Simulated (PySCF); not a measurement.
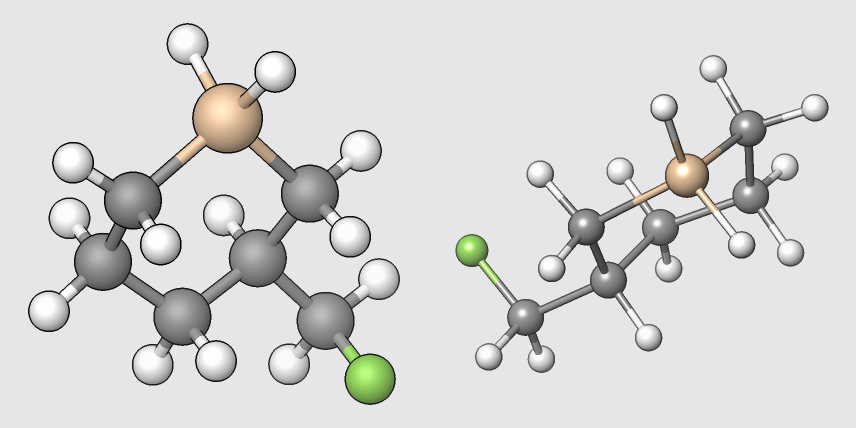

The same structure drawn twice, from different directions. Colours: fluorine green, carbon grey, silicon light orange, hydrogen white.

What is the molecular formula?

C₆H₁₃FSi, 21 atoms: 6 carbon, 13 hydrogen, 1 fluorine and 1 silicon.

How many bonds of each kind are drawn?

11 C–H, 5 C–C, 2 C–Si, 2 Si–H, 1 C–F.

Write the SMILES.

FC[C@H]1CCC[SiH2]C1

Name some functional groups or characteristic bonds that it holds.

Among them: C–F bond, Si–H bond.

Describe its rings.

Independent rings (smallest set): 1 of 6 members.

More results for the same structure follow; atom numbers are the same in all pictures, views and colours differ. Computed geometry: PBE0-D3(BJ)/def2-SVP optimisation. No frequency run is at hand to confirm it as a minimum.

**Symmetry**

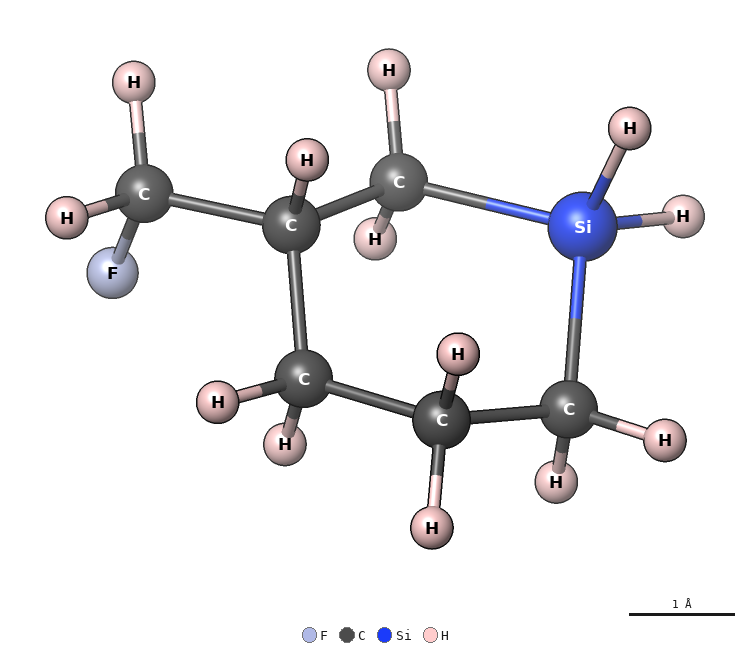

Distant atoms are faded towards the background colour. No frequency run is at hand to confirm it as a minimum. Masses are those of the most abundant isotopes; constants are for the rigid equilibrium geometry.

What kind of rotor is it, and what are its rotational constants in MHz?

An asymmetric top (C1): A = 2788, B = 1119, C = 909 MHz. Ray's parameter κ is −0.78, nearer the prolate limit.

**Excitation**

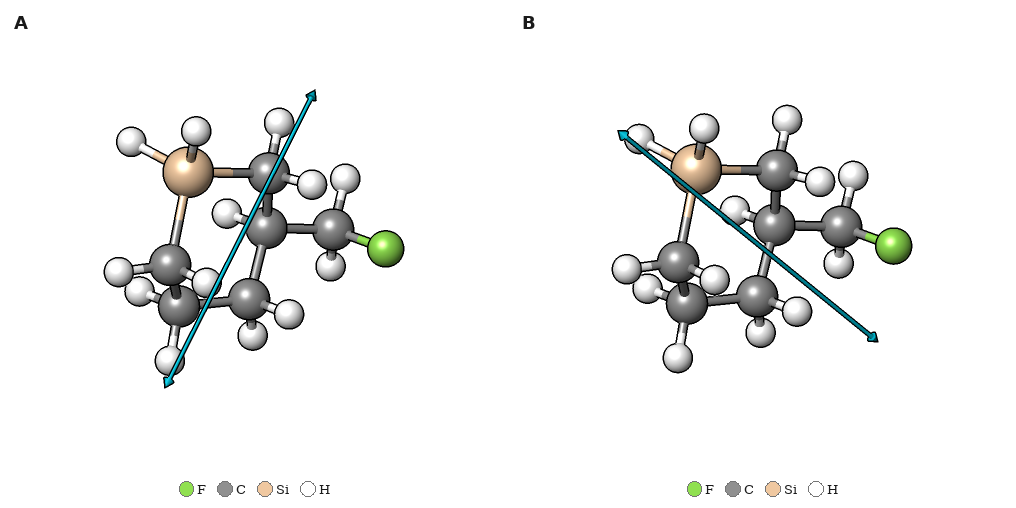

The double arrows show the directions of two transition dipoles from the ground state (lengths mean nothing). No frequency run is at hand to confirm it as a minimum. Level of theory: TDDFT B3LYP/def2-SVPD, vertical, gas phase, core orbitals frozen in the response (PySCF 2.14.0).

One belongs to singlet state 2 and one to singlet state 7. Which is which?

A: state 7, 8.10 eV (153 nm), oscillator strength 0.058, mainly HOMO → LUMO+4 (weight 0.89).
B: state 2, 7.42 eV (167 nm), oscillator strength 0.017, mainly HOMO → LUMO+1 (weight 0.94).

**Ring current**

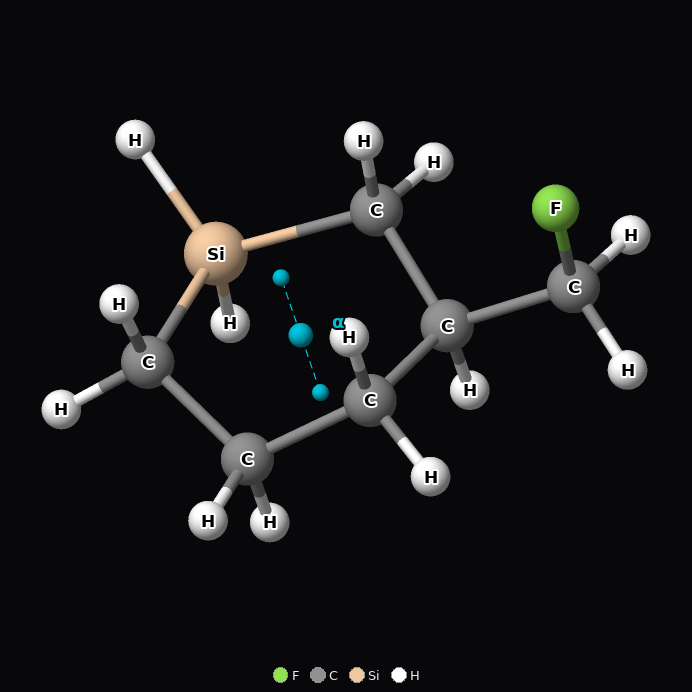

The small points mark where nucleus-independent chemical shifts (NICS) were computed: at the centre of each lettered ring and 1 Å above and below it. No frequency run is at hand to confirm it as a minimum. Level of theory: GIAO B3LYP/pcSseg-1 NMR shielding, non-relativistic, gas phase (PySCF 2.14.0).

Give NICS(0), NICS(1) and the out-of-plane component NICS(1)zz for each ring (means of the two sides).

```tsv
ring	members	NICS(0)	NICS(1)	NICS(1)zz
α	C5Si	−2.2	−2.0	3.7
```

Values in ppm.

What do the values say about the ring currents?

Ring α: weak, as in a non-aromatic ring. NICS is one index among several.

**NMR shielding**

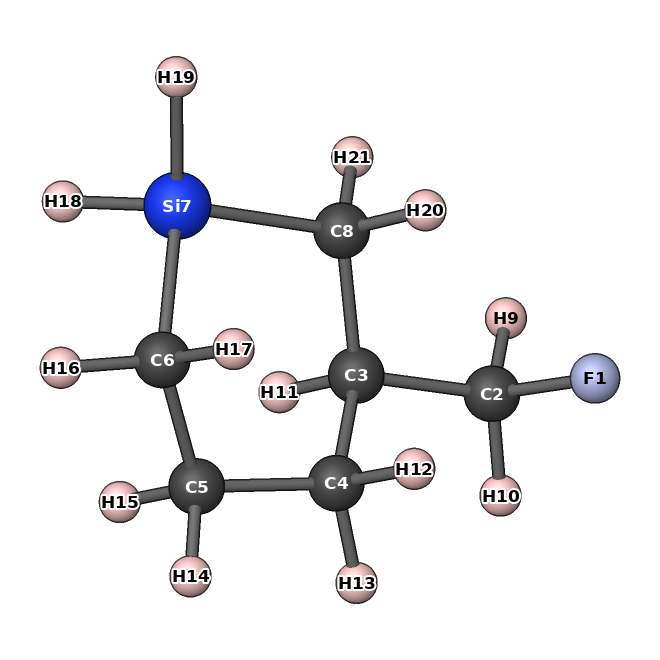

The questions are on isotropic NMR shieldings of the H atoms. No frequency run is at hand to confirm it as a minimum. Method: GIAO B3LYP/pcSseg-1 NMR shielding, non-relativistic, gas phase (PySCF 2.14.0).

Which H atom is the most shielded (lowest chemical shift)?

H17 (30.87 ppm).

Which H atom is the least shielded (highest chemical shift)?

H10 (26.96 ppm).

How wide is the range of H shifts?

3.91 ppm.

Give the isotropic NMR shieldings of the H atoms atom by atom.

```tsv
atom	σ (ppm)
H9	27.11
H10	26.96
H11	30.34
H12	29.94
H13	29.93
H14	29.27
H15	30.03
H16	30.61
H17	30.87
H18	27.43
H19	27.29
H20	30.33
H21	30.82
```
